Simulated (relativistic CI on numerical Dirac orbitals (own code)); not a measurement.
**Relativistic CI calculation for W⁵⁺**

System: W⁵⁺.
Method: Dirac-Coulomb-Breit CI, KLI orbitals optimised for each configuration, model QED (radiative potential, 1s self-energy scaled to tabulated hydrogen-like ionisation energies), valence Slater integrals scaled by 0.75, one configuration in a parametric crystal field (relativistic CI on numerical Dirac orbitals, in-house).

## Key numbers

- outcome: converged
- lowest level: 5d ²D₃/₂
- first excited level: 5d ²D₅/₂, 8,034 cm⁻¹
- levels computed: 3
- hardware: 1 CPU thread, shared host

## Input file
```
atom W  Z=74  charge=5  electrons=69
nucleus A=184  rms_radius_fm=5.3658
hamiltonian dirac-coulomb  breit=on  qed=on  c_scale=1
orbitals kli  potential=per-configuration
slater_scale 0.75
correlation none
mixing on
configurations
  [Xe] 4f14 5d
end
crystal_field Td 10Dq=-14800
```

The program writes its results to a structured record and prints no log; tables and figures of this report are taken from that record.

## The lowest 2 levels

```
Configuration  Level  E (cm⁻¹)  LS purity (%)
           5d  ²D₃/₂         0            100
           5d  ²D₅/₂     8,034            100
```

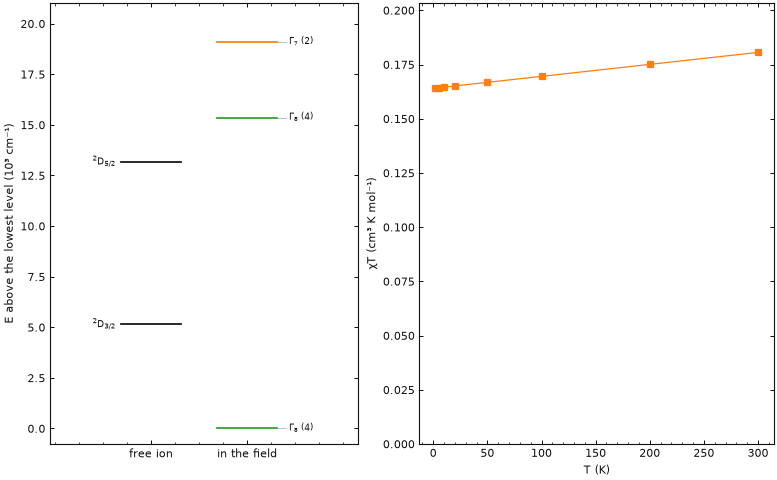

Fig. 1: W⁵⁺ (5d) in a field of Td symmetry with 10Dq = −14,800 cm⁻¹. Labels give the double-group representation and, in brackets, the degeneracy; the lowest 3 of 3 levels are drawn. One open-shell configuration in a parametric field without covalency; powder susceptibility by Van Vleck's formula. The free ion's lowest level is ²D₃/₂. The ground level is Γ₈, a quartet, with total spin S = 0.50 (from expectation values). The next level lies at 15,400 cm⁻¹ (Γ₈). The field lowers the ground state by 5,140 cm⁻¹ against the free ion. χT is 0.164 cm³ K mol⁻¹ at 2 K, 0.167 at 50 K and 0.181 at 300 K, an effective moment of 1.20 μB at room temperature.
